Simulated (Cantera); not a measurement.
Input: 1 mol CH3SiH3, 0.042 mol HCl, 1000 mol H2, held at 0.420 bar.

These are equilibrium values from Cantera (NASA tables, ideal gas, pure condensed phases), not measurements of a reactor. Candidate condensed phases: C, C6H6, C7H8, C8H18, Si, SiC; 109 gas species. The feed counts by its element totals alone. Gases not in the tables: Si2H6 and higher silanes. Rates play no part.

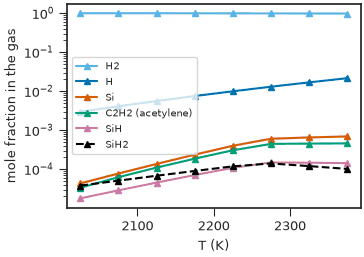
Equilibrium gas composition (values under 1e-9 drawn at 1e-9)

From 2025 K to 2225 K the condensed part is SiC(s). From 2275 K to 2375 K nothing is condensed. The main Si-bearing gas is Si throughout.
